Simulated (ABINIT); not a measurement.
What a tighter setting buys: toldfe, Rb (Im-3m, 1 atom in the cell)

```
Rb
1.0
   -2.86116     2.86116     2.86116
    2.86116    -2.86116     2.86116
    2.86116     2.86116    -2.86116
Rb
1
Cartesian
  0.00000   0.00000   0.00000
```

Level of theory: PBE, PAW (JTH v2.0 PBE PAW) (plane waves; ABINIT).

Base settings: pseudos = [Rb.GGA_PBE-JTH.xml]; ecut = 40 Ry; pawecutdg = 80 Ry; pawxcdev = 0; ixc = 11; occopt = 7; tsmear = 0.2 eV; ngkpt = 6 6 6; nshiftk = 1; shiftk = 0 0 0.

Misses are taken against the tightest run, 3.7e-14 Ha (tolvrs: 1e-12 → default), which need not be fully converged itself.

The count of work is k-points × plane waves × bands × iterations; it is no time, and leaves out set-up, grids and terms that scale otherwise. 

The starting cell has typed, rounded lattice constants, without a prior relaxation at this level. Its lattice was rescaled by a random factor within 2.5 % of one.

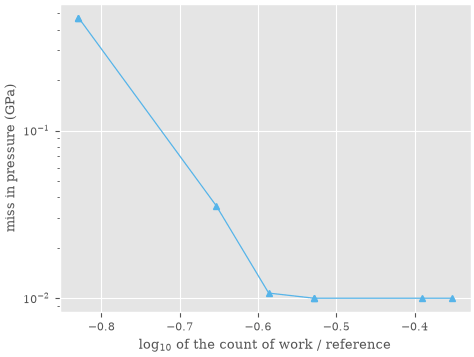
Figure. Miss against the count of work; the reference run is not drawn, and misses under 0.01 GPa are drawn there.

```csv
toldfe,pressure less reference (GPa),count of work / reference
0.0037 Ha (tolvrs: 1e-12 → default),0.47,0.15
0.00037 Ha (tolvrs: 1e-12 → default),0.47,0.15
3.7e-05 Ha (tolvrs: 1e-12 → default),0.04,0.22
3.7e-06 Ha (tolvrs: 1e-12 → default),-0.01,0.26
3.7e-07 Ha (tolvrs: 1e-12 → default),0.00,0.30
3.7e-08 Ha (tolvrs: 1e-12 → default),0.00,0.30
3.7e-10 Ha (tolvrs: 1e-12 → default),0.00,0.41
3.7e-12 Ha (tolvrs: 1e-12 → default),0.00,0.44
3.7e-14 Ha (tolvrs: 1e-12 → default),0.00,1.0
```

Coarsest setting among those run that, with all tighter ones, holds the pressure within 0.2 GPa of the reference: 3.7e-05 Ha (tolvrs: 1e-12 → default), off by 0.036 GPa; it needs 0.22 of the reference's count of work.

The step from 0.00037 Ha (tolvrs: 1e-12 → default) to 3.7e-10 Ha (tolvrs: 1e-12 → default): it takes the miss in the pressure from 0.47 to 0.000 GPa, for 2.8 times the count of work.
